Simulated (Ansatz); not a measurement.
Consider BCl$_{3}$···HF.

```json
{"atom": "B", "x (Å)": "0.0189", "y (Å)": "0.6155", "z (Å)": "-0.5408"}
{"atom": "Cl", "x (Å)": "1.7074", "y (Å)": "0.1027", "z (Å)": "-0.5070"}
{"atom": "Cl", "x (Å)": "-1.0437", "y (Å)": "-0.0260", "z (Å)": "-1.7653"}
{"atom": "Cl", "x (Å)": "-0.4942", "y (Å)": "1.9312", "z (Å)": "0.4818"}
{"atom": "H", "x (Å)": "0.3350", "y (Å)": "-1.4920", "z (Å)": "1.2177"}
{"atom": "F", "x (Å)": "-0.5233", "y (Å)": "-1.1315", "z (Å)": "1.1135"}
```

The calculation used Ansatz, RKS CAM-B3LYP-D4/6-31G*.

Q: What will maps of the electron density and electron localisation function show?

A: B–Cl (1.76 Å): ρ is about 1.3 e/Å³ halfway; the ELF peaks at about 0.90 between the atoms (a shared but strongly polarised pair).

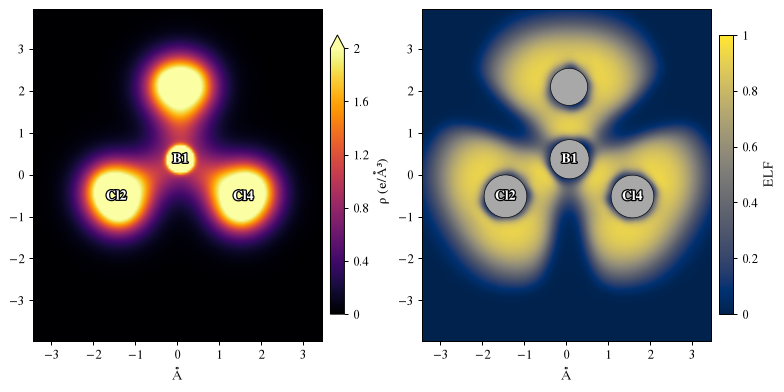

Computed electron density and electron localisation function on the plane of atoms Cl2, B1 and Cl4, in this order. Grey discs cover the atomic cores in the ELF map. 
